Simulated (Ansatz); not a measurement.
**C4H10BFSi (SMILES C[SiH2]C/C=C/BF): density, localisation and related maps**

| atom | x (Å) | y (Å) | z (Å) |
| --- | --- | --- | --- |
| C | -3.2839 | -2.3901 | 0.8868 |
| C | -0.9854 | -0.5352 | 1.9696 |
| C | 0.0562 | -1.0017 | 1.0139 |
| C | 0.1347 | -0.7197 | -0.3083 |
| B | 1.2557 | -1.3154 | -1.1730 |
| F | 1.3313 | -1.0377 | -2.4749 |
| Si | -2.2705 | -1.8941 | 2.3946 |
| H | -2.6335 | -2.7612 | 0.0788 |
| H | -3.9981 | -3.1887 | 1.1446 |
| H | -3.8593 | -1.5348 | 0.4967 |
| H | -1.5422 | -3.0770 | 2.9455 |
| H | -3.1581 | -1.3502 | 3.4671 |
| H | -0.5302 | -0.2420 | 2.9324 |
| H | -1.5353 | 0.3365 | 1.5756 |
| H | 0.8166 | -1.6745 | 1.4358 |
| H | -0.6174 | -0.0486 | -0.7461 |
| H | 2.1072 | -2.0489 | -0.7188 |

Geometry: B3LYP/def2-SVP.

Level of theory: Ansatz, isolated molecule in a Gaussian basis; Kohn-Sham density functional theory, functional PBE0.

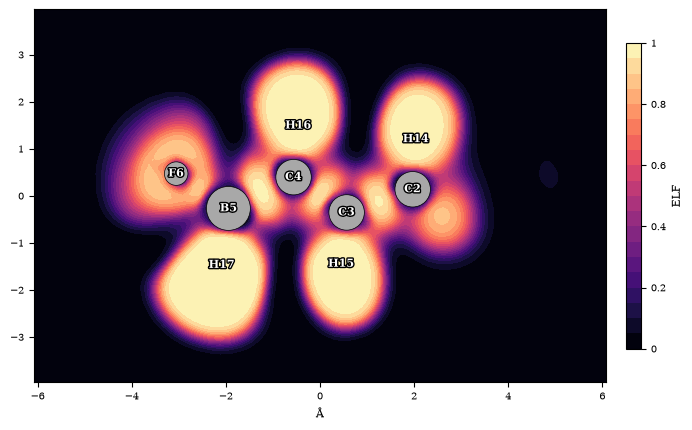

Figure 1. ELF on the plane of atoms C3, C4 and H16. Grey discs cover the atomic cores.

### What do the fields say about this system?

The section cuts through C, B, F and H sites. B–F (1.33 Å): the ELF peaks at about 0.85 between the atoms (a polar covalent bond). C–C (1.35 Å): the ELF peaks at about 0.95 between the atoms (a covalent bond). C–B (1.54 Å): the ELF peaks at about 1 between the atoms (a covalent bond). C–H (1.10 Å): the ELF climbs to about 1 towards the hydrogen, as it does in any bond to H (an ordinary covalent bond to hydrogen). C–C (1.49 Å): the ELF peaks at about 0.95 between the atoms: localised, covalent bonding. The ELF also peaks beside F6, away from the bonds: lone-pair regions.

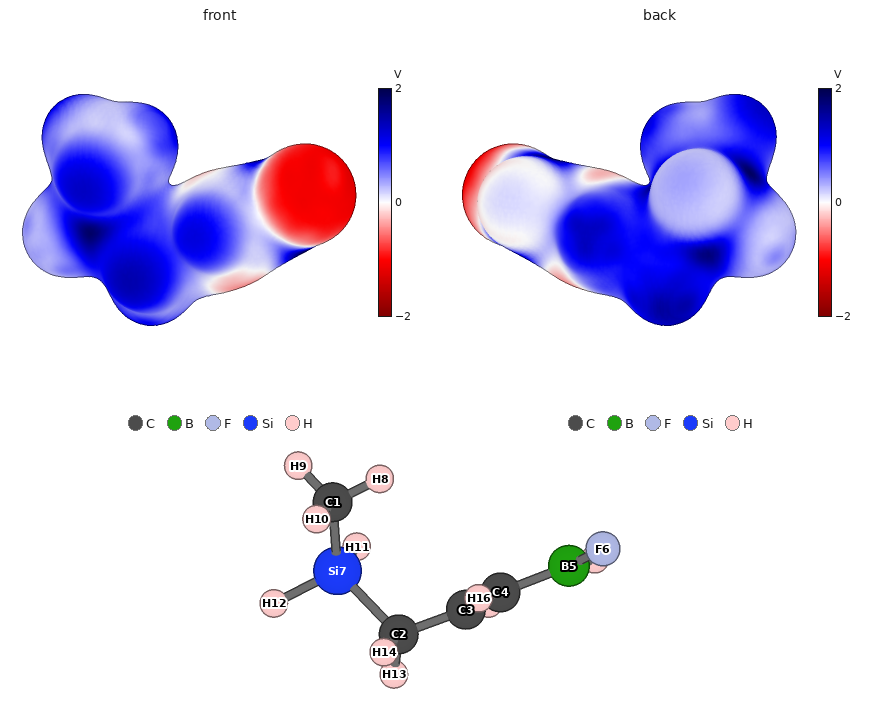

Figure 2. The electrostatic potential painted on the density surface at 0.004 e/bohr³, seen from the front and from behind; the colour scale runs from red (negative) to blue (positive). The bare structure is drawn below in the same view.

### Which sites attract a positive test charge, and which a negative one?

A positive charge is drawn to the negative regions and a negative charge to the positive ones. The most negative region (about −1.1 V, or −25 kcal/mol for a unit charge) lies over F6, the most positive (about +1.8 V, or +42 kcal/mol for a unit charge) over B5 and Si7.

### How polar is the molecule by this calculation?

Its dipole moment is 2.62 D.

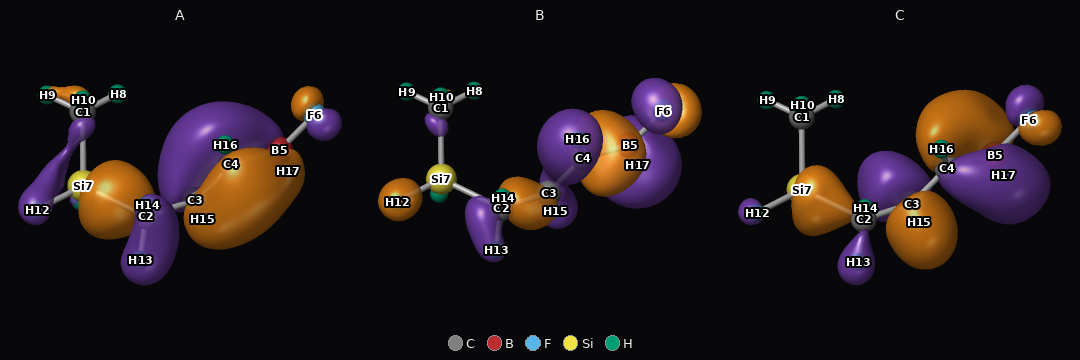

Figure 3. Three frontier orbitals at ±0.08 Å⁻³ᐟ² (orange and purple are the two phases), in no order.

### Which picture is the HOMO−1, the HOMO and the LUMO?

B is the HOMO−1 (−8.79 eV). Its weight (Hirshfeld) is mainly on B5 (about 20 %), C4 (about 20 %), H17 (about 20 %) and F6 (about 15 %). A is the HOMO (−7.65 eV). By Hirshfeld shares it lies mainly on C4 (about 35 %), C3 (about 20 %), C2 (about 15 %), Si7 (about 10 %) and B5 (about 10 %). C is the LUMO (−1.48 eV). It lies mainly on B5 (about 30 %), C3 (about 25 %), C4 (about 15 %) and F6 (about 5 %).

### What is the HOMO–LUMO gap?

6.17 eV between the orbital energies.
